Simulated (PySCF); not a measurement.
CH2O, SMILES O=C at its PBE/def2-SVP optimised geometry (Å):

```
4

C     -0.2977     0.0002     0.0000
O      0.9105     0.0002     0.0000
H     -0.9105     0.9526     0.0000
H     -0.9097    -0.9526    -0.0002
```

Calculation: PBE/def2-TZVP (PySCF). Cells within 0.4 Å of a nucleus heavier than hydrogen are left out (blank, or x).

Map of the electrostatic potential (hartree/e), clipped to [-0.08, 0.12] on the plane z = 0.0 Å:

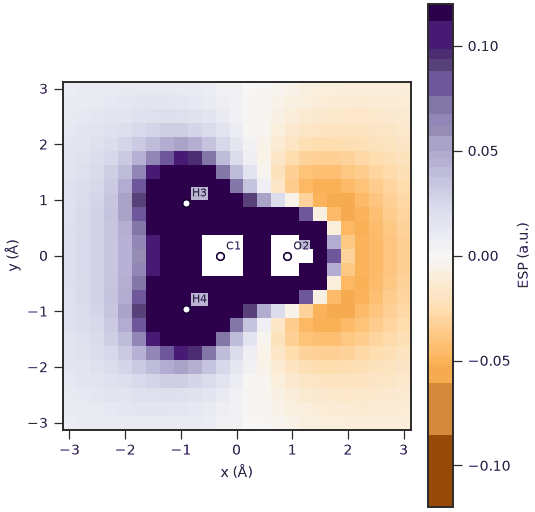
Electrostatic potential (hartree/e), clipped to [-0.08, 0.12] on the plane z = 0.0 Å.
